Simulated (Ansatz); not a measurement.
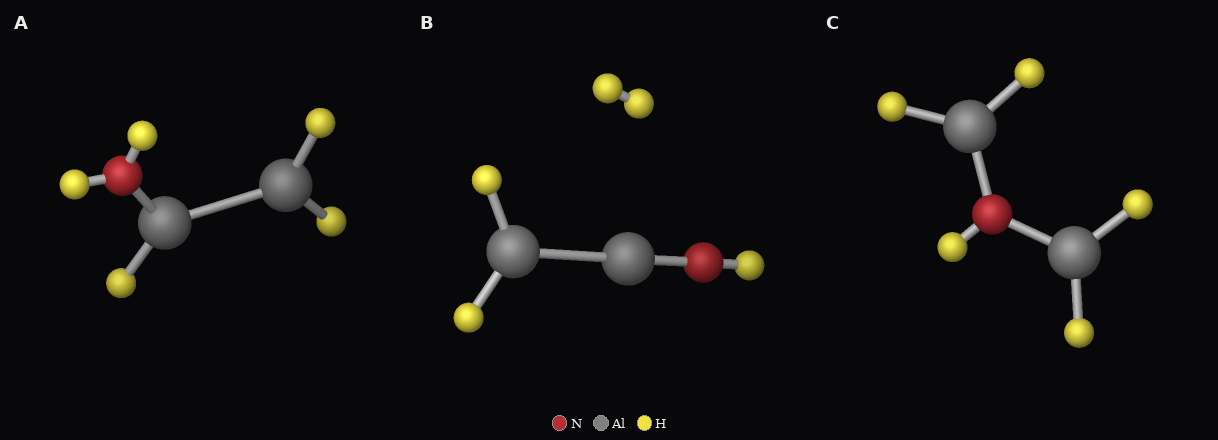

3 stationary structures of one formula. Geometries: PBE-D4/def2-SVP. Electronic energies: PBE-D4/def2-SVP (Ansatz 0.2.0), without zero-point energy. No frequency run is at hand to confirm each as a minimum. Each is one conformer, not always the lowest.

**Which is lowest in energy, and by how much?**

C is lowest (C2v); A lies 21.1 kcal/mol above it (Cs), B lies 75.3 kcal/mol above it (Cs).
